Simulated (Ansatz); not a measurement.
# One shape, several levels: HO2 (hydroperoxy)

We compute a comparison of 6 runs (UHF/STO-3G, U-r2SCAN/STO-3G, U-revPBE/STO-3G, U-wB97X/STO-3G, UB2PLYP/STO-3G, UMP2/STO-3G) of HO2 (hydroperoxy). 

The results are computed with Ansatz 0.2.0.

51 further runs of the same task are left out: 16 that didn't finish, 35 set aside as unsound or not needed.

### Step 1. The structure to begin with

The species is HO2 (3 atoms), meant as a doublet with charge 0. SMILES: `[O]O`. The O2–O1 distance was set to 2.605 Å, away from the relaxed value. At this shape a bond of the SMILES string is far longer than usual.

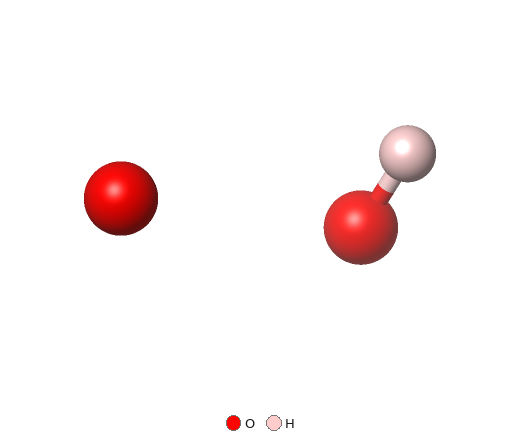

Viewed from a chosen angle; oxygen red, hydrogen pink.

### Step 2. A single-point energy at UHF/STO-3G (run 1)

job.yaml

```yaml
basis:
  gaussian: {orbitals: STO-3G}
crystal:
  periodic: [false, false, false]
  atoms:
    - {symbol: O, position_ang: [-0.493106, 2.241535, -0.019893]}
    - {symbol: O, position_ang: [-0.239810, -0.346560, -0.168450]}
    - {symbol: H, position_ang: [0.606270, -0.600950, 0.262620]}
magnetization: {spin_polarized: true, initial_magnetization: 1}
accuracy: high
hamiltonian: {xc: hf}
```

Started as:

```console
$ ansatz run job.yaml --threads 1 --pin off --max-ram 2610MiB --events-out events.jsonl --progress --plain --runs-dir runs
```

Log:

```text
Warning: RAYON_NUM_THREADS=1 ignored (pool sized by the plan → 1); use --threads N
Functional definition: HF
  name "HF"
  exchange = exact_x
  correlation = 0
161 factors; integrals over basis functions are off by at most 3.3e-8 eV
mean field evaluation 1: about -4019.3267 eV, gradient 1.9e1 eV
mean field evaluation 2: about -4019.3406 eV, gradient 1.9e1 eV
mean field evaluation 4: about -4023.0870 eV, gradient 6.8e0 eV
mean field evaluation 8: about -4023.2248 eV, gradient 1.9e-1 eV
mean field evaluation 16: about -4031.8646 eV, gradient 2.0e-2 eV
mean field evaluation 32: about -4031.8759 eV, gradient 2.2e-3 eV
mean field evaluation 64: about -4030.5712 eV, gradient 3.8e-3 eV
mean field evaluation 96: about -4031.8532 eV, gradient 1.3e-1 eV
mean field evaluation 128: about -4031.8541 eV, gradient 4.5e-2 eV
mean field evaluation 160: about -4031.8589 eV, gradient 2.0e-2 eV
mean field evaluation 192: about -4031.8567 eV, gradient 6.7e-3 eV
mean field evaluation 224: about -4031.8396 eV, gradient 4.0e-1 eV
mean field evaluation 256: about -4031.8728 eV, gradient 2.0e-1 eV
mean field evaluation 288: about -4031.8759 eV, gradient 2.5e-2 eV
mean field evaluation 320: about -4023.2275 eV, gradient 1.3e-7 eV
mean field -4031.87593589 eV, -148.1687077403 hartree, gradient 1.1e-8 eV, S^2 1.750567; 10 other end points of the search recorded, 0 dependent functions left out
reference -4031.87593589 eV, -148.1687077403 hartree; 9, 8 occupied and 2, 3 virtual orbitals, 161 factors
Total energy: -4031.87593589 eV, -148.1687077403 hartree
```

Run time: 0.2 s. Hardware: 1 thread of Arm Neoverse V2, shared host.

### Step 3. The energy at U-r2SCAN/STO-3G (run 2)

in.yaml

```yaml
crystal:
  periodic: [false, false, false]
  atoms:
    - {symbol: O, position_ang: [-0.493106, 2.241535, -0.019893]}
    - {symbol: O, position_ang: [-0.239810, -0.346560, -0.168450]}
    - {symbol: H, position_ang: [0.606270, -0.600950, 0.262620]}
basis:
  gaussian:
    orbitals: STO-3G
magnetization:
  spin_polarized: true
  initial_magnetization: 1
hamiltonian:
  xc: r2scan
accuracy: high
```

Started as:

```console
$ ansatz run in.yaml --threads 1 --pin off --max-ram 2610MiB --events-out events.jsonl --progress --plain --runs-dir runs
```

Log:

```text
Warning: RAYON_NUM_THREADS=1 ignored (pool sized by the plan → 1); use --threads N
Functional definition: r2SCAN
  name "r2SCAN"
  parameter k0 = 0.174
  parameter k1 = 0.065
  parameter a1 = 4.9479
  exchange = r2scan_x(k0 = k0, k1 = k1, a1 = a1)
  correlation = r2scan_c
161 factors; integrals over basis functions are off by at most 3.3e-8 eV
mean field evaluation 1: about -4037.1604 eV, gradient 2.4e1 eV
mean field evaluation 2: about -3973.7438 eV, gradient 3.9e1 eV
mean field evaluation 4: about -4037.3172 eV, gradient 2.2e1 eV
mean field evaluation 8: about -4044.3128 eV, gradient 8.6e-1 eV
mean field evaluation 16: about -4044.3087 eV, gradient 2.5e-2 eV
mean field evaluation 32: about -4044.3123 eV, gradient 6.4e-4 eV
mean field evaluation 64: about -4037.3877 eV, gradient 1.5e1 eV
mean field -4045.14759016 eV, -148.6564320390 hartree, gradient 2.5e-8 eV, S^2 1.731337; 6 other end points of the search recorded, 0 dependent functions left out
reference -4045.14759060 eV, -148.6564320552 hartree; 9, 8 occupied and 2, 3 virtual orbitals, 161 factors
Total energy: -4045.14759060 eV, -148.6564320552 hartree
```

It took 16 s on 1 thread of Arm Neoverse V2, shared host; peak memory 0.15 GiB.

Run 3 isn't shown in full; the table further down has it.

### Step 4. The energy at U-wB97X/STO-3G (run 4)

in.yaml, as its differences from that of step 3:

```diff
@@ -1 +1,4 @@
+basis:
+  gaussian:
+    orbitals: STO-3G
 crystal:
@@ -6,5 +9,2 @@
     - {symbol: H, position_ang: [0.606270, -0.600950, 0.262620]}
-basis:
-  gaussian:
-    orbitals: STO-3G
 magnetization:
@@ -13,3 +13,3 @@
 hamiltonian:
-  xc: r2scan
+  xc: {name: wB97X}
 accuracy: high
```

Started as:

```console
$ ansatz run in.yaml --threads 1 --pin off --max-ram 2610MiB --events-out events.jsonl --progress --plain --runs-dir runs
```

Log (excerpt; [...] marks lines left out):

```text
Warning: RAYON_NUM_THREADS=1 ignored (pool sized by the plan → 1); use --threads N
Functional definition: wB97X
  name "wB97X"
[...]
      + exact_x_lr(omega)
[...]
      + integral(e_c_pw_opposite_spin*poly(b97_u_opposite, 1, cos1, cos2, cos3, cos4))
161 factors; integrals over basis functions are off by at most 3.3e-8 eV
94 factors; integrals over basis functions are off by at most 8.6e-10 eV
[...]
mean field -4046.15997358 eV, -148.6936364432 hartree, gradient 2.2e-8 eV, S^2 1.740427; 7 other end points of the search recorded, 0 dependent functions left out
reference -4046.15997270 eV, -148.6936364109 hartree; 9, 8 occupied and 2, 3 virtual orbitals, 161 factors
Total energy: -4046.15997270 eV, -148.6936364109 hartree
```

Run time: 34 s. Hardware: 1 thread of Arm Neoverse V2, shared host; peak memory 0.24 GiB.

Run 5 isn't shown in full; the table further down has it.

### Step 5. A single-point energy at UMP2/STO-3G (run 6)

input.yaml

```yaml
crystal:
  periodic: [false, false, false]
  atoms:
    - {symbol: O, position_ang: [-0.493106, 2.241535, -0.019893]}
    - {symbol: O, position_ang: [-0.239810, -0.346560, -0.168450]}
    - {symbol: H, position_ang: [0.606270, -0.600950, 0.262620]}
basis:
  gaussian:
    orbitals: STO-3G
total_charge: 0
accuracy: high
correlation:
  method: mp2
  frozen_orbitals: {H: 0, O: 1}
magnetization:
  spin_polarized: true
  initial_magnetization: 1
```

Started as:

```console
$ ansatz run input.yaml --threads 1 --pin off --max-ram 2610MiB --events-out events.jsonl --progress --plain --runs-dir runs
```

Log (excerpt; [...] marks lines left out):

```text
Warning: RAYON_NUM_THREADS=1 ignored (pool sized by the plan → 1); use --threads N
[... 2 set-up lines as earlier in the session ...]
[...]
161 factors; integrals over basis functions are off by at most 3.3e-8 eV
[...]
mean field -4031.87593589 eV, -148.1687077403 hartree, gradient 1.1e-8 eV, S^2 1.750567; 22 other end points of the search recorded, 0 dependent functions left out
2 core orbitals not correlated: weight in the atoms' cores, before any rotation towards them, 1.000 or more for the frozen orbitals, at most 0.000 for the correlated occupied ones
reference -4031.87593589 eV, -148.1687077403 hartree; 7, 6 occupied and 2, 3 virtual orbitals, 161 factors
second order -0.44371153 eV of doubles, -0.00000000 eV of singles
Total energy: -4032.31964742 eV, -148.1850138383 hartree
```

Wall time 0.28 s (1 thread of Arm Neoverse V2, shared host).

### Step 6. All runs side by side

```csv
run,level,frozen core orbitals,energy (Eh),⟨S²⟩,wall time
1,UHF/STO-3G,–,-148.168708,1.751,0.2 s
2,U-r2SCAN/STO-3G,–,-148.656432,1.731,16 s
3,U-revPBE/STO-3G,–,-148.663699,1.720,11 s
4,U-wB97X/STO-3G,–,-148.693636,1.740,34 s
5,UB2PLYP/STO-3G,2,-148.541275,1.745,12 s
6,UMP2/STO-3G,2,-148.185014,1.751,0.28 s
```

### Step 7. What came out

```
                                          quantity          value
                               run 6: total energy  -148.18501 Eh
run 6: correlation energy (2 core orbitals frozen)      -16.3 mEh
          run 6: ⟨S²⟩ of the reference determinant          1.751
```

**Reading.** Totals of different functionals can't be ranked against each other. In runs 1, 2, 3, 4, 5, 6 the basis is minimal, so the values are rough. Spin contamination of the reference: run 1 ⟨S²⟩ = 1.75, run 6 ⟨S²⟩ = 1.75, run 5 ⟨S²⟩ = 1.74, run 4 ⟨S²⟩ = 1.74, run 2 ⟨S²⟩ = 1.73, run 3 ⟨S²⟩ = 1.72. Where it is this large, the reference is a mixture of spin states, and values that rest on it are in doubt. All runs together took 74 s, the longest 34 s.
